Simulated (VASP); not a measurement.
Band structure of Na$_{2}$S (space group Fm-3m). Method: PBE GGA, VASP's PBE PAW potentials (set 64) (plane waves; VASP 6.6.1).

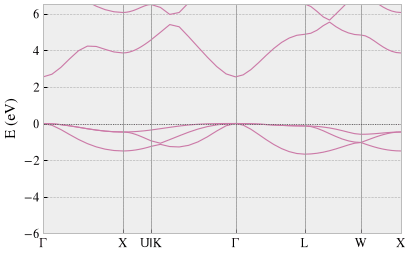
Figure: Bands along high-symmetry lines, zero at the valence-band maximum or, without a gap, the Fermi level

### Question
Read the plot: is there a gap, and where are the band edges?

### Answer
The gap is direct, 2.55 eV, from the valence maximum at Γ to the conduction minimum at Γ.

The structure comes from a computed database's Na2S entry; how it stands against other phases isn't given here. The cell was not relaxed at this level.
